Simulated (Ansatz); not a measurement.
# AlCl$_{3}$: what the fields show

Input file:

```
crystal:
  periodic: [false, false, false]
  atoms:
    - {symbol: Cl, position_ang: [0.269000, -0.547720, 2.567558]}
    - {symbol: Al, position_ang: [0.057996, -0.118257, 0.554868]}
    - {symbol: Cl, position_ang: [-1.454659, 1.141533, -0.081107]}
    - {symbol: Cl, position_ang: [1.359621, -0.948528, -0.822115]}
basis:
  gaussian: {orbitals: "def2-TZVPPD.json"}
hamiltonian: {xc: pbe0, dispersion: d4}
output: {orbitals: {seedname: orbitals}}
```

Run with:

```sh
ansatz run in.yaml --threads 4 --pin off --events-out ev --progress --plain --max-ram 9574MiB
```

Geometry: PBE0-D4/def2-TZVP.

Method: RKS PBE0-D4/def2-TZVPPD (Ansatz).

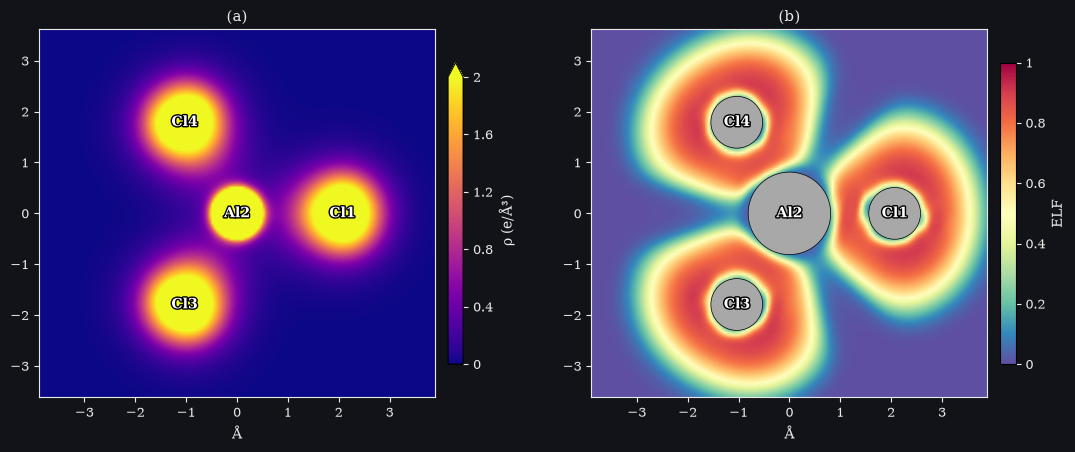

Figure 1. (a) electron density; (b) electron localisation function on the molecular plane. Grey discs cover the atomic cores in the ELF map.

Interpret the plot.

Answer. The section cuts through Cl and Al sites.
Al–Cl (2.07 Å): the density is about 0.78 e/Å³ at the midpoint; the ELF peaks at about 0.85 in the valence shell of Cl, 0.9 Å from its nucleus, and is about 0.80 at the midpoint.
The ELF also peaks beside Cl3, Cl1 and Cl4, away from the bonds: lone-pair regions.

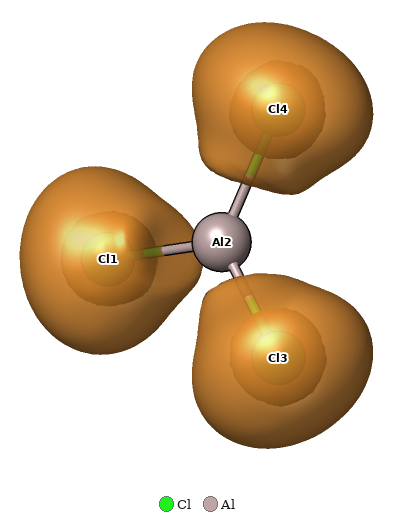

Figure 2. Isosurface of the ELF at 0.75 (orange), seen at an oblique angle. Only the valence region is drawn (cores and ρ < 0.01 e/Å³ removed).

Describe the localisation domains.

Answer. The surface consists of three regions on Cl in which the atom's valence shell and bonds are merged.

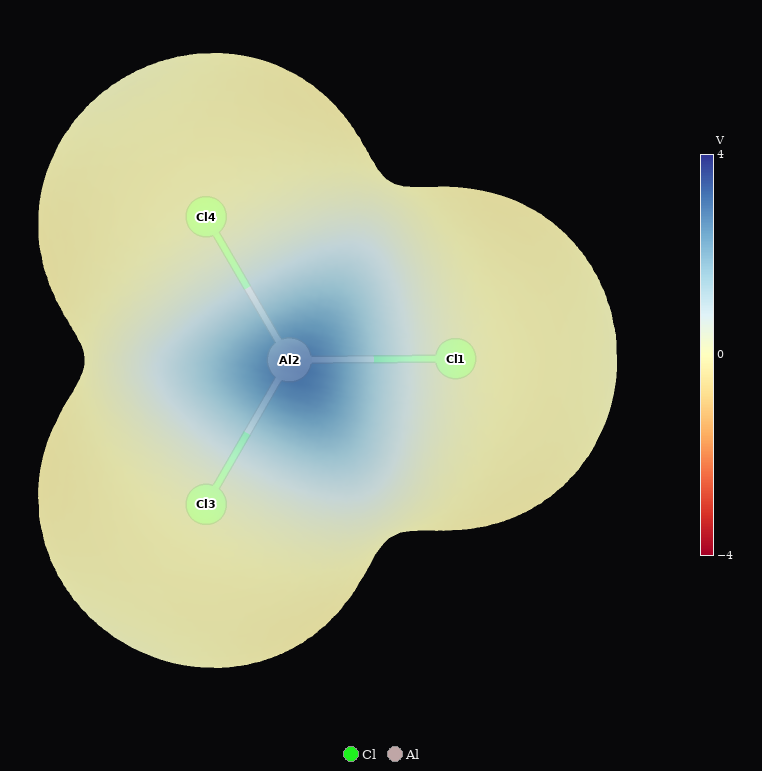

Figure 3. The electrostatic potential painted on the density surface at 0.001 e/bohr³, seen across its widest extent; the colour scale runs from red (negative) to blue (positive).

Which sites attract a positive test charge, and which a negative one?

Answer. A positive charge is drawn to the negative regions and a negative charge to the positive ones. The most negative region (about −0.2 V) lies over Cl1, Cl3 and Cl4, the most positive (about +3.0 V) over Al2.

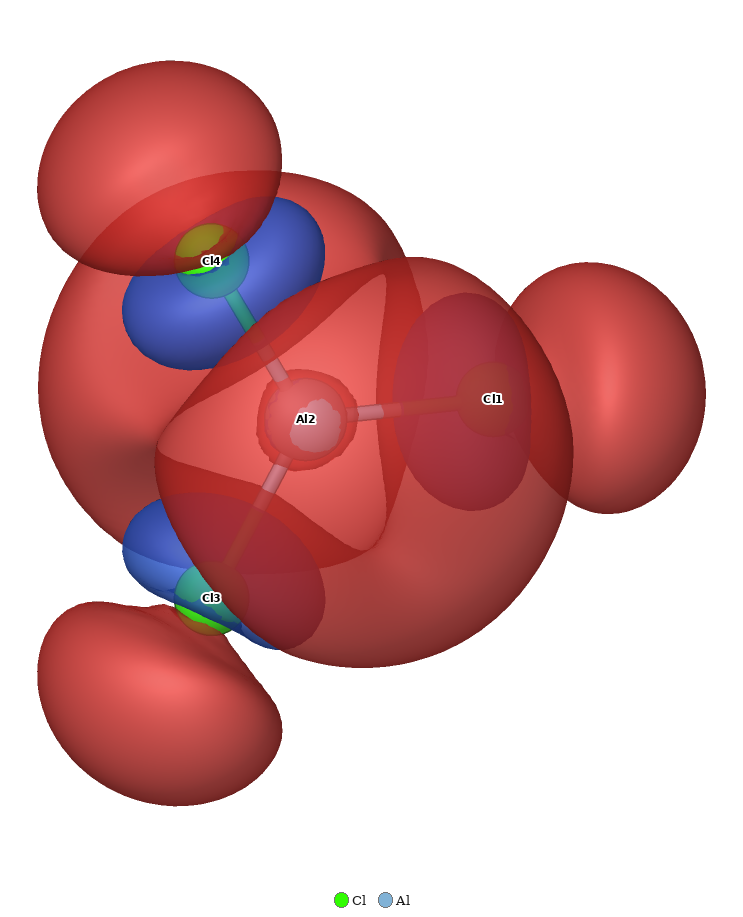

Figure 4. The LUMO at ±0.04 Å⁻³ᐟ² (red and blue are the two phases), seen at a tilt.

What is the character of this orbital?

Answer. By Hirshfeld shares it lies mainly on Al2 (about 60 %), Cl1 (about 15 %), Cl3 (about 15 %) and Cl4 (about 15 %); it is symmetric in the molecular plane (an in-plane orbital: σ, lone-pair or in-plane π type). Its energy is −1.49 eV.
